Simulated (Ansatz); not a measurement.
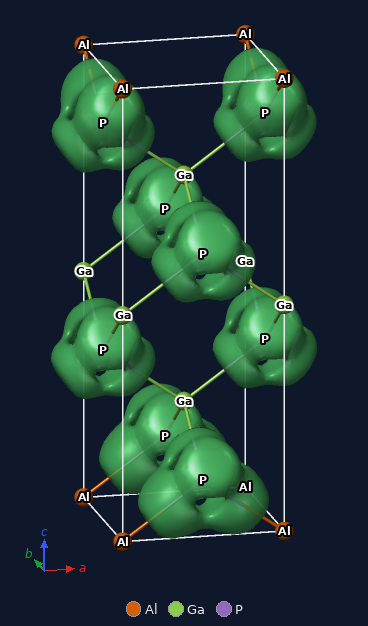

*AlGa₃P₄. Isosurface of the ELF at 0.75 (green), seen slightly off an axis. Core shells and regions of very low density are left out. Sticks mark near contacts.*

Space group P-4m2; a structure generated by program, which may or may not match a known phase.

Level of theory: DFT PBE, scalar-relativistic, plane waves, PAW in Ansatz.

In a PAW calculation such maps are meaningful between the atoms, not at the nuclei.

```yaml
crystal:
  lattice:
    - [3.89556, 0.00000, 0.00000]
    - [0.00000, 3.89556, 0.00000]
    - [0.00000, 0.00000, 11.00713]
  atoms:
    - { symbol: Al, position: [0.00000, 0.00000, 0.00000] }
    - { symbol: Ga, position: [0.50000, 0.50000, 0.25003] }
    - { symbol: Ga, position: [0.00000, 0.00000, 0.50000] }
    - { symbol: Ga, position: [0.50000, 0.50000, 0.74997] }
    - { symbol: P, position: [0.50000, 0.00000, 0.12444] }
    - { symbol: P, position: [0.00000, 0.50000, 0.37505] }
    - { symbol: P, position: [0.50000, 0.00000, 0.62495] }
    - { symbol: P, position: [0.00000, 0.50000, 0.87556] }
```

Question: Describe the localisation domains.

Answer: The surface consists of four regions on P in which the atom's valence shell and bonds are merged, counted in one cell of 8 atoms. Any copies at cell faces, edges or corners count once. Along the contacts the grid gives the following. Al–P (2.38 Å): the ELF peaks at about 0.95 between the atoms: localised, covalent bonding. Ga–P (2.38 Å): the ELF peaks at about 0.90 in the valence shell of P, 0.9 Å from its nucleus, and is about 0.75 at the midpoint.
